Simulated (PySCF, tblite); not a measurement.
# C4H12BN: geometry, infrared bands and NMR shifts

Wanted: the infrared bands and NMR shifts of C4H12BN (`C/C=C/[B@H-](C)[NH3+]`), by calculation.

Programs: tblite 0.8.0 and PySCF 2.14.0, with density-fitted response routines of our own. Each step states its level of theory. These are calculated values for one molecule in the gas phase, unless marked as measured. Atoms count from 0, in the outputs and in this text.

### Step 1. The starting structure

18 atoms, charge 0, multiplicity 1; geometry from: force field or distance geometry start.

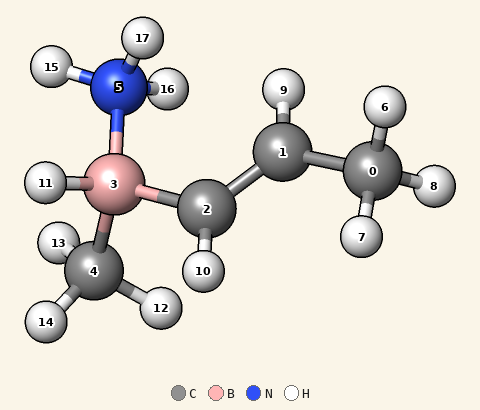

As it starts; carbon grey, boron pink, nitrogen blue, hydrogen white, atoms numbered.

### Step 2. Geometry optimisation with GFN2-xTB

The job: settings as JSON, then the geometry in Å.

```
{"job": {"kind": "relax", "xc": "GFN2-xTB", "basis": "xTB"}, "charge": 0, "multiplicity": 1}
C      2.794800    -0.382900    -0.180200
C      1.386600     0.113900    -0.372800
C      0.387200    -0.378600     0.345000
B     -1.072100     0.192300     0.091100
C     -2.002600    -0.988900    -0.432300
N     -1.099700     1.418100    -0.805800
H      3.407900     0.493900     0.139200
H      2.789800    -1.172700     0.608300
H      3.189400    -0.860800    -1.098600
H      1.251400     0.891100    -1.110400
H      0.489600    -1.153000     1.089800
H     -1.551700     0.515000     1.147100
H     -1.429400    -1.752900    -1.005100
H     -2.800900    -0.578100    -1.115200
H     -2.481200    -1.471400     0.417300
H     -2.033000     1.897300    -0.769700
H     -0.883200     1.159500    -1.775100
H     -0.351500     2.064500    -0.448900
```

The run is started by

```bash
$ OMP_NUM_THREADS=1 python probes_run.py task.json out
```

This one command runs all jobs of the session in turn.

**Question.** This job is followed by: GFN2-xTB harmonic vibrations, gas phase; GIAO PBE0/pcSseg-1 NMR shielding, non-relativistic, gas phase. What will the session give for the following? strongest single infrared mode (GFN2-xTB); zero-point energy (GFN2-xTB); ¹³C shifts against TMS (PBE0/pcSseg-1); ¹H shifts against TMS (PBE0/pcSseg-1, means over atoms taken as alike); ¹¹B shifts against BF3·OEt2 (PBE0/pcSseg-1); ¹⁵N shifts against NH3 (PBE0/pcSseg-1).

As calculated:

```
                                                              quantity                                    value
                             strongest single infrared mode (GFN2-xTB)                    2420 cm⁻¹, 262 km/mol
                                          zero-point energy (GFN2-xTB)                            98.8 kcal/mol
                                ¹³C shifts against TMS (PBE0/pcSseg-1)              158.7, 123.4, 26.3, 8.2 ppm
¹H shifts against TMS (PBE0/pcSseg-1, means over atoms taken as alike)  6.67, 4.80, 2.84, 2.64, 1.87, -0.23 ppm
                           ¹¹B shifts against BF3·OEt2 (PBE0/pcSseg-1)                                -16.6 ppm
                                ¹⁵N shifts against NH3 (PBE0/pcSseg-1)                                 52.0 ppm
```

What this shows: The optimisation took 63 steps and gained 0.599 eV; among the close pairs (by a distance rule), B3–N5 changed most, from 1.519 to 1.651 Å. All 48 modes are real, so the xTB geometry is a minimum. The strongest single mode, at 2420 cm⁻¹, moves mainly H11. GFN2-xTB is a fitted tight-binding method: band positions and strengths are rough. Its intensities can rank the bands wrongly. At PBE0/pcSseg-1: The largest span, 249 ppm, is at C2, where the paramagnetic term is -230 ppm.
